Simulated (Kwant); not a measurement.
System: quantum point contact (saddle potential) in a GaN two-dimensional gas. Effective mass 0.22 mₑ, grid spacing 10 nm, hard walls, nominal width 200 nm (19 grid rows, so walls 200 nm apart), one parabolic valley, scattering region 600 nm long along x; energies count from the band bottom; Fermi energy 0.000891 eV. Potential (V0 + ½k y²) cos²(πx/L) for |x| < L/2, with V0 swept from 0.00093555 to 0 eV, k = 7.3e-07 eV/nm², L = 200 nm. Perpendicular field 0.12 T, also in the leads; orbital effect alone.

Constants are typed, rounded textbook-type inputs, not results; the design itself was drawn at random and stands for no fabricated device.

Computed with Kwant: effective-mass tight-binding model on a square grid, one spin, coherent transport at 0 K. Conductance is in e²/h.

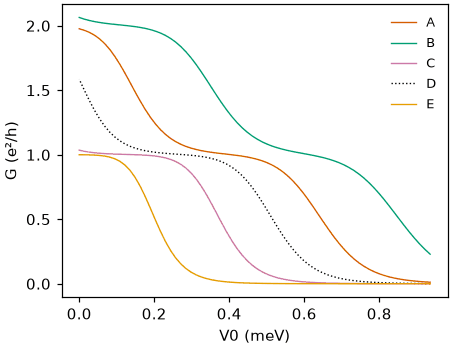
Fig. 1. G (e²/h) of 5 runs

| V0 (meV) | A | B | C | D | E |
|---|---|---|---|---|---|
| 0.9356 | 0.012 | 0.23 | 0.00013 | 0.0014 | 7.2e-6 |
| 0.8813 | 0.025 | 0.40 | 0.00026 | 0.0029 | 1.3e-5 |
| 0.8271 | 0.053 | 0.60 | 0.00053 | 0.0061 | 2.5e-5 |
| 0.7728 | 0.11 | 0.78 | 0.0011 | 0.013 | 4.9e-5 |
| 0.7186 | 0.23 | 0.90 | 0.0023 | 0.029 | 9.8e-5 |
| 0.6644 | 0.42 | 0.97 | 0.0052 | 0.067 | 0.00020 |
| 0.6101 | 0.65 | 1.00 | 0.012 | 0.15 | 0.00043 |
| 0.5559 | 0.84 | 1.03 | 0.029 | 0.32 | 0.00096 |
| 0.5017 | 0.94 | 1.08 | 0.073 | 0.57 | 0.0022 |
| 0.4474 | 0.98 | 1.18 | 0.18 | 0.80 | 0.0055 |
| 0.3932 | 1.00 | 1.35 | 0.40 | 0.93 | 0.014 |
| 0.3390 | 1.02 | 1.58 | 0.69 | 0.98 | 0.040 |
| 0.2847 | 1.06 | 1.80 | 0.90 | 1.00 | 0.12 |
| 0.2305 | 1.16 | 1.92 | 0.98 | 1.01 | 0.32 |
| 0.1763 | 1.35 | 1.98 | 1.00 | 1.03 | 0.67 |
| 0.1220 | 1.63 | 2.00 | 1.00 | 1.08 | 0.92 |
| 0.06779 | 1.86 | 2.02 | 1.01 | 1.22 | 0.99 |
| 0.000 | 1.98 | 2.06 | 1.04 | 1.59 | 1.00 |

Task: Column A is the base. The others each differ by one change: Fermi energy 0.000891 → 0.00045 eV; Fermi energy 0.000891 → 0.00062 eV; Fermi energy 0.000891 → 0.00076 eV; Fermi energy 0.000891 → 0.0011 eV. Which is which?

Result: B: Fermi energy 0.000891 → 0.0011 eV; C: Fermi energy 0.000891 → 0.00062 eV; D: Fermi energy 0.000891 → 0.00076 eV; E: Fermi energy 0.000891 → 0.00045 eV.
